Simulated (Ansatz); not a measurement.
**BeMgH₂ (triplet): from Hartree-Fock to the top rungs at scale of all distances = 1.763, 6-31G**

Aim: climb from Hartree-Fock through coupled cluster and multireference methods for BeMgH₂ (triplet) at one geometry and basis, and see what each rung misses.

The runs use Ansatz 0.2.0, Gaussian basis; 6-31G, core rule «outside noble gas», up to 6 orbitals frozen.

The runs, in order: UHF; CCSD(T) on ROHF; CCSD(T) on UHF; BCCD(T) on ROHF; CISD; CCSDT(Q) on ROHF; CCSDT(Q) on UHF; CISDTQ; CCSDTQ on ROHF; CCSDTQ on UHF; CASSCF and MRCISD+Q, 4 electrons in 4 orbitals; CASSCF and NEVPT2, 4 electrons in 4 orbitals; CASSCF and MRCISD+Q, 6 electrons in 10 orbitals; CASSCF and NEVPT2, 6 electrons in 10 orbitals; Full CI.

12 further runs of the same task are left out: 10 that didn't finish, 2 set aside as unsound or not needed.

## 1. What is computed

The geometry derives from a PBE0/def2-TZVP stationary point (not a proven minimum). All distances are scaled together.

4 atoms, charge 0, spin multiplicity 3.

Atoms are counted from 1 here; the program's logs count them from 0.

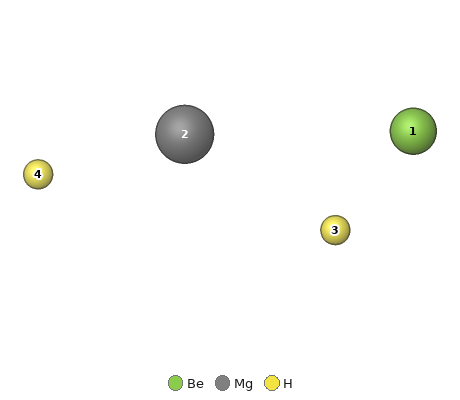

The structure; beryllium green, magnesium grey, hydrogen yellow; atoms are numbered from 1 in the order of the file.

## 2. UHF

Contents of in.yaml:

```yaml
crystal:
  periodic: [false, false, false]
  atoms:
    - {symbol: Be, position_ang: [0.000000, -0.112856, 3.374719]}
    - {symbol: Mg, position_ang: [0.000000, -0.064820, -1.158090]}
    - {symbol: H, position_ang: [0.000000, 1.849514, 1.818977]}
    - {symbol: H, position_ang: [0.000000, 0.722592, -4.067324]}
basis:
  gaussian: {orbitals: 6-31G}
magnetization: {spin_polarized: true, initial_magnetization: 2}
hamiltonian: {xc: hf}
output: {orbitals: {seedname: orbitals}}
```

Started as:

```bash
ansatz run in.yaml --threads 1 --pin off --events-out ev --progress --plain --max-ram 2393MiB
```

Further steps of the session: CCSD(T) on ROHF; CCSD(T) on UHF; BCCD(T) on ROHF; CISD; CCSDT(Q) on ROHF; CCSDT(Q) on UHF; CISDTQ; CCSDTQ on ROHF; CCSDTQ on UHF; CASSCF and MRCISD+Q, 4 electrons in 4 orbitals; CASSCF and NEVPT2, 4 electrons in 4 orbitals; CASSCF and MRCISD+Q, 6 electrons in 10 orbitals; CASSCF and NEVPT2, 6 electrons in 10 orbitals; Full CI.

Q: Predict the results of all the runs planned. Wanted: FCI below the RHF energy; RMP2 from FCI; UMP2 from FCI; RCCSD from FCI; RCCSD(T) from FCI; UCCSD(T) from FCI; RCCSDT(Q) from FCI; UCCSDT(Q) from FCI; NEVPT2 pair from FCI.

**Answer**, as computed:

| quantity | value |
| --- | --- |
| FCI below the RHF energy | -2.3345 eV |
| RMP2 from FCI | +25.70 kcal/mol |
| UMP2 from FCI | +25.85 kcal/mol |
| RCCSD from FCI | +0.31 kcal/mol |
| RCCSD(T) from FCI | +0.13 kcal/mol |
| UCCSD(T) from FCI | +0.13 kcal/mol |
| RCCSDT(Q) from FCI | +0.01 kcal/mol |
| UCCSDT(Q) from FCI | +0.01 kcal/mol |
| NEVPT2 pair from FCI | +20.49 kcal/mol |
| NEVPT2 valence from FCI | +1.04 kcal/mol |
| MRCISD+Q valence from FCI | +0.13 kcal/mol |
| levels within 1 kcal/mol (43 meV) | RCCSD, UCCSD, RCCSD(T), UCCSD(T), BCCD(T), RCCSDT, UCCSDT, CISDTQ, RCCSDT(Q), UCCSDT(Q), RCCSDTQ, UCCSDTQ, MRCISD valence, MRCISD+Q valence |
| T1 diagnostic | 0.061 |
| effectively unpaired electrons | 2.28 |

What this shows: RCCSD(T) misses by +0.13 kcal/mol, 0.2 % of the correlation energy. The occupations show some static correlation. Of the multireference levels listed MRCISD+Q valence comes nearest in total energy (+0.13 kcal/mol), which doesn't show that its space is the better one. These misses are within one basis, not against nature; the frozen cores of restricted and unrestricted runs differ, which can shift their rows.
